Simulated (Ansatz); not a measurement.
# Response to strain in Au

The reference is Au in the fcc (Cu type) structure (space group Fm-3m, No. 225; a = 4.0830 Å; relaxed with 0.1 eV smearing). Axes: x, y, z lie along the cube axes.

Strains are applied to the cell and any free atomic positions relax; under biaxial strain the out-of-plane vector relaxes too.

Computed with Kohn–Sham DFT with the PBEsol functional, run in Ansatz (a first-principles code) with PAW and 420 eV plane waves, no spin-orbit coupling.

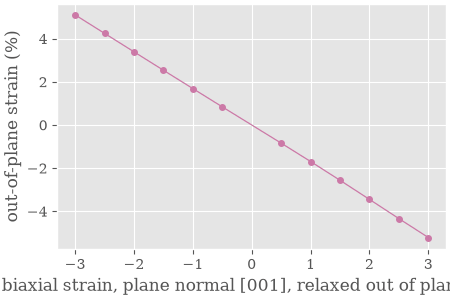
Fig. 1. Out-of-plane strain against biaxial strain, plane normal [001], relaxed out of plane

| biaxial strain, plane normal [001], relaxed out of plane (%) | out-of-plane strain |
|---|---|
| -3 | +5.10 % |
| -2.5 | +4.25 % |
| -2 | +3.39 % |
| -1.5 | +2.54 % |
| -1 | +1.69 % |
| -0.5 | +0.84 % |
| 0.5 | -0.84 % |
| 1 | -1.69 % |
| 1.5 | -2.56 % |
| 2 | -3.45 % |
| 2.5 | -4.34 % |
| 3 | -5.21 % |

No phonon test of stability was made.
